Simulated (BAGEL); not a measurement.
# HF/def2-TZVPPD (density fitting with qzvpp-jkfit) run of GeH2 (SMILES [GeH2])

Aim: the energy change on altering one bond length of GeH2 at HF/def2-TZVPPD (density fitting with qzvpp-jkfit), from 2 runs. 

The calculation is run with BAGEL 1.2.2.

4 further runs of the same task are left out: 1 that didn't finish, 3 set aside as unsound or not needed. Runs told in other sessions of the task aren't counted.

## (1) The molecule

The species is GeH2 (3 atoms), meant as a singlet with charge 0. SMILES: `[GeH2]`. Geometry: relaxed at PBE0-D4/def2-TZVP.

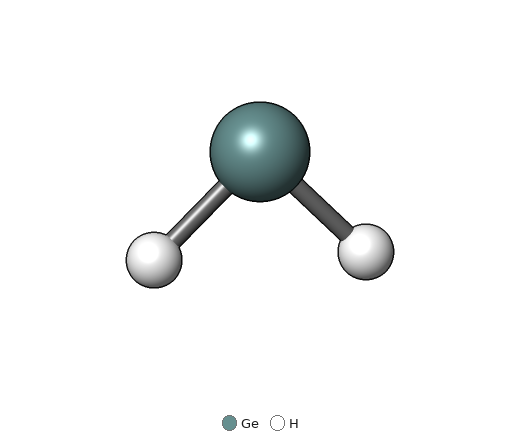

The structure, seen from a chosen angle (germanium teal, hydrogen white).

## (2) A single-point energy at HF/def2-TZVPPD (density fitting with qzvpp-jkfit)

The input, input.json:

```json
{ "bagel": [

{
  "title": "molecule",
  "basis": "def2-tzvppd.json",
  "df_basis": "qzvpp-jkfit",
  "angstrom": true,
  "geometry": [
    { "atom": "Ge", "xyz": [      -0.570100,       0.405100,      -0.263700 ] },
    { "atom": "H", "xyz": [       0.783000,       0.743600,       0.509000 ] },
    { "atom": "H", "xyz": [      -0.212900,      -1.148700,      -0.245300 ] }
  ]
},

{ "title": "hf" },

{ "title": "print", "file": "orbitals.molden", "orbitals": true }

]}
```

The basis set def2-TZVPPD is read from a file made from the Basis Set Exchange's data (not shown).

The run is started by

```sh
BAGEL_NUM_THREADS=1 BAGEL input.json > input.out
```

The log of the run:

```text
* using 1 threads per process

  ===============================================================
  ===============================================================

  *** Geometry ***

  { "atom" : "Ge", "xyz" : [     -1.077333,      0.765528,     -0.498321 ] },
  { "atom" : "H", "xyz" : [      1.479656,      1.405200,      0.961871 ] },
  { "atom" : "H", "xyz" : [     -0.402323,     -2.170728,     -0.463550 ] },

  Number of auxiliary basis functions:      302

  Since a DF basis is specified, we compute 2- and 3-index integrals:
    o Being stored without compression. Storage requirement is 0.019 GB

  Number of basis functions:       88
  Number of electrons      :       34

    * METHOD: MOLECULE                             0.09

  *** RHF ***

  === Nuclear Repulsion ===
    21.4737020281

      * DIIS with orbital gradients will be used.

  === RHF iteration (def2-tzvppd.json) ===
      0      -2076.45432524          0.00650239           0.02
      1      -2076.47452679          0.00186792           0.03
      2      -2076.47650203          0.00072637           0.03
      3      -2076.47674729          0.00022792           0.02
      4      -2076.47677999          0.00005715           0.02
      5      -2076.47678329          0.00000609           0.03
      6      -2076.47678333          0.00000115           0.03
      7      -2076.47678333          0.00000015           0.03
      8      -2076.47678333          0.00000004           0.02
      9      -2076.47678333          0.00000001           0.02
    * SCF iteration converged.

    * Permanent dipole moment:
           (    0.012375,    -0.008694,     0.005735) a.u.

    * METHOD: HF                                   0.40

    * METHOD: PRINT                                0.01

  ===============================================================
```

It took 0.64 s on 1 thread of Arm Neoverse V2, shared host.

## (3) The distorted shape

The input, calc.json:

```json
{ "bagel" : [

{
  "title" : "molecule",
  "basis" : "def2-tzvppd.json",
  "df_basis" : "qzvpp-jkfit",
  "angstrom" : true,
  "geometry" : [
    { "atom" : "Ge", "xyz" : [   -0.623680,    0.638169,   -0.266460 ] },
    { "atom" : "H", "xyz" : [    0.729420,    0.976669,    0.506240 ] },
    { "atom" : "H", "xyz" : [   -0.212900,   -1.148700,   -0.245300 ] }
  ]
},
{
  "title" : "hf"
},
{
  "title" : "print",
  "file" : "orbitals.molden",
  "orbitals" : true
}

]}
```

The basis set def2-TZVPPD is read from a file made from the Basis Set Exchange's data (not shown).

The run is started by

```sh
BAGEL_NUM_THREADS=1 BAGEL calc.json > calc.out
```

The log of the run:

```text
* using 1 threads per process

  ===============================================================
  ===============================================================

  *** Geometry ***

  { "atom" : "Ge", "xyz" : [     -1.178584,      1.205965,     -0.503536 ] },
  { "atom" : "H", "xyz" : [      1.378404,      1.845637,      0.956655 ] },
  { "atom" : "H", "xyz" : [     -0.402323,     -2.170728,     -0.463550 ] },

  Number of auxiliary basis functions:      302

  Since a DF basis is specified, we compute 2- and 3-index integrals:
    o Being stored without compression. Storage requirement is 0.019 GB

  Number of basis functions:       88
  Number of electrons      :       34

    * METHOD: MOLECULE                             0.09

  *** RHF ***

  === Nuclear Repulsion ===
    20.0716311964

      * DIIS with orbital gradients will be used.

  === RHF iteration (def2-tzvppd.json) ===
      0      -2076.43997613          0.00647092           0.03
      1      -2076.46225165          0.00188079           0.03
      2      -2076.46428718          0.00079057           0.03
      3      -2076.46461378          0.00025760           0.03
      4      -2076.46465871          0.00006082           0.03
      5      -2076.46466299          0.00000932           0.03
      6      -2076.46466308          0.00000232           0.03
      7      -2076.46466309          0.00000055           0.03
      8      -2076.46466309          0.00000017           0.03
      9      -2076.46466309          0.00000003           0.03
     10      -2076.46466309          0.00000001           0.03
    * SCF iteration converged.

    * Permanent dipole moment:
           (    0.067519,    -0.315198,     0.001050) a.u.

    * METHOD: HF                                   0.49

    * METHOD: PRINT                                0.01

  ===============================================================
```

It took 0.73 s on 1 thread of Arm Neoverse V2, shared host.

## (4) Results

At HF/def2-TZVPPD (density fitting with qzvpp-jkfit):

| quantity | value |
| --- | --- |
| first shape: total energy | -2076.47678 Eh |
| first shape: dipole moment | 0.04 D |
| first shape: HOMO energy | -9.20 eV |
| first shape: LUMO energy | 0.17 eV |
| first shape: HOMO–LUMO gap | 9.38 eV |
| distorted shape: total energy | -2076.46466 Eh |
| distorted shape: dipole moment | 0.82 D |
| distorted shape: HOMO energy | -9.28 eV |
| distorted shape: LUMO energy | 0.06 eV |
| distorted shape: HOMO–LUMO gap | 9.34 eV |
| energy change with the Ge1–H3 bond stretched from 1.594 to 1.834 Å | 0.330 eV |

With the Ge1–H3 bond stretched from 1.594 to 1.834 Å the energy rises by 0.33 eV (7.6 kcal/mol). The first shape isn't relaxed at this level, so the change isn't measured from a minimum.
